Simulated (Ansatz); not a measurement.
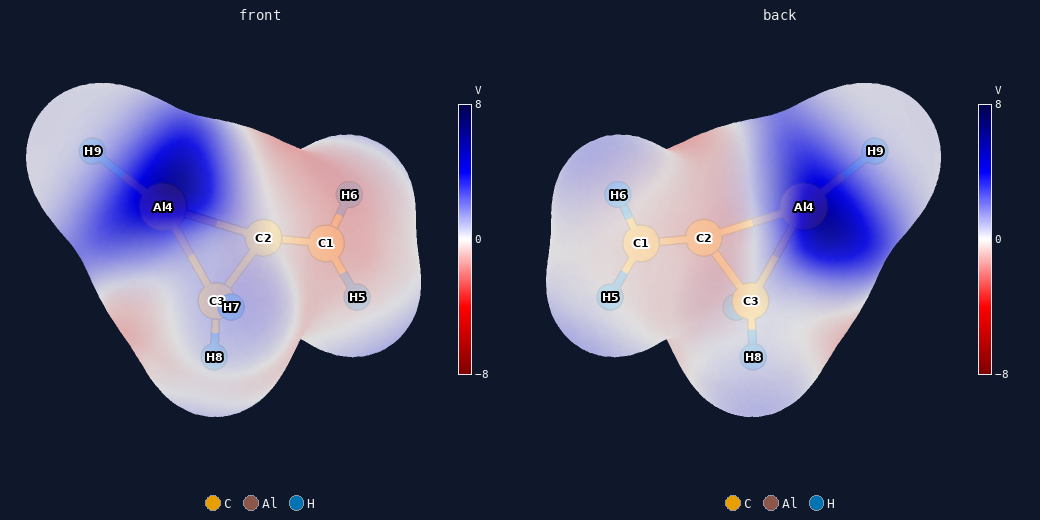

Figure. C$_{3}$H$_{5}$Al (SMILES C=[C]1[CH2][AlH]1). The molecular electrostatic potential painted on the density surface at 0.004 e/bohr³, seen from the front and from behind; red is negative and blue positive.

Geometry: PBE0-D4/def2-TZVP.

Method: RKS PBE0-D4/def2-TZVPP in Ansatz 0.2.0.

```xyz
9

C    -0.1451    1.1531   -1.1386
C     0.0376    0.4279   -0.0434
C     0.4710   -1.0432    0.0973
Al   -0.4522   -0.3028    1.6153
H     0.1312    0.7850   -2.1277
H    -0.5746    2.1497   -1.0961
H     1.5430   -1.1433    0.3045
H     0.1695   -1.7429   -0.6828
H    -1.0921   -0.3298    3.0546
```

**Describe the electrostatic potential map.**

The most negative region (about −1.2 V, or −28 kcal/mol for a unit charge) lies over C1 and C2, the most positive (about +5.9 V, or +136 kcal/mol for a unit charge) over Al4.
